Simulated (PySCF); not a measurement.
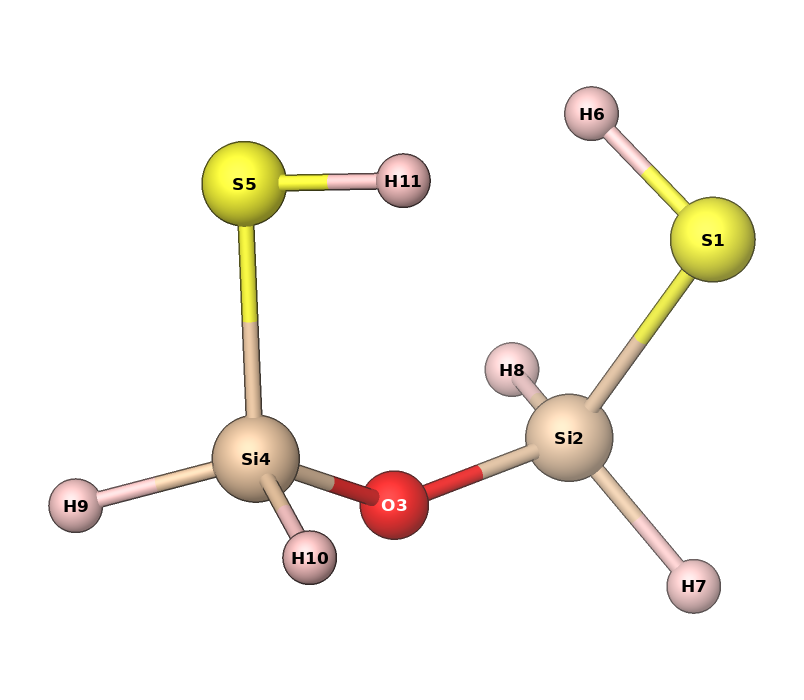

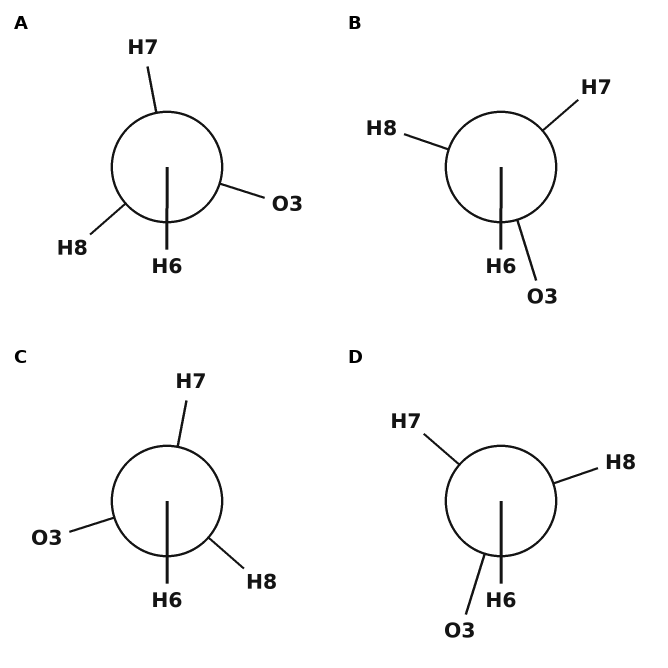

Depth is shown by fading: the farther an atom, the more it takes the colour of the background. Bonds that would overlap in a projection are set slightly apart. The geometry was computed by an optimisation with PBE0-D3(BJ)/def2-SVP. No frequency run is at hand to confirm it as a minimum.

Which Newman projection shows the view along S1–Si2, with S1 in front?

Answer. A. The torsion angle H6–S1–Si2–O3 is −73°, synclinal (gauche).
